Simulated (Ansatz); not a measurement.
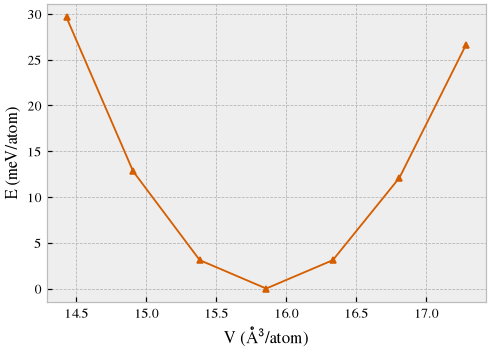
Fig. 1. ZnIn₂O₄ in space group I-4 (No. 82; In on 2b, In on 2d, Zn on 2a, O on 8g) under volume change, DFT-r²SCAN in the program Ansatz with PAW potentials, shape and atoms relaxed at each volume.

Task: What does a third-order Birch–Murnaghan fit give for V₀, B₀ and B′?

Result: V₀ = 15.85 Å³/atom, B₀ = 70.3 GPa, B′ = 1.3.

A made-up cell: these elements were put on the sites of a structure type; neither database checked (COD, Materials Project) lists it. Its standing as an ambient phase is unchecked. The cell was relaxed with r²SCAN under the symmetry of its start; whether a distortion lowers the energy is not shown.

Potentials: the earlier of the program's two PAW sets.
